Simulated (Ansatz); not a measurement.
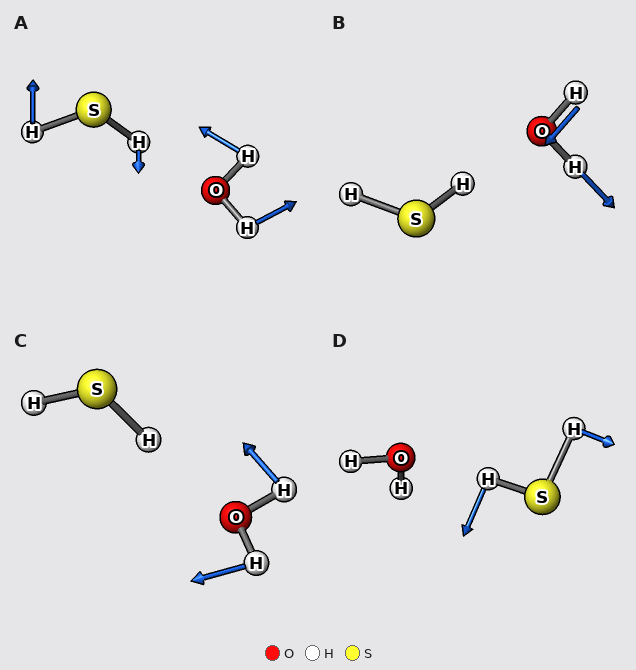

4 normal modes of one molecule or complex, as arrows. Harmonic vibrations computed with RKS PBE0-D4/def2-TZVP (Ansatz 0.2.0) at a stationary point of the same level.

Question: Match the panels to the wavenumbers 75 cm⁻¹, 1221 cm⁻¹, 1622 cm⁻¹, 3955 cm⁻¹.

Answer: A: 75 cm⁻¹
B: 3955 cm⁻¹, out-of-phase stretching of 2 O–H bonds
C: 1622 cm⁻¹, H–O–H bending
D: 1221 cm⁻¹, H–S–H bending
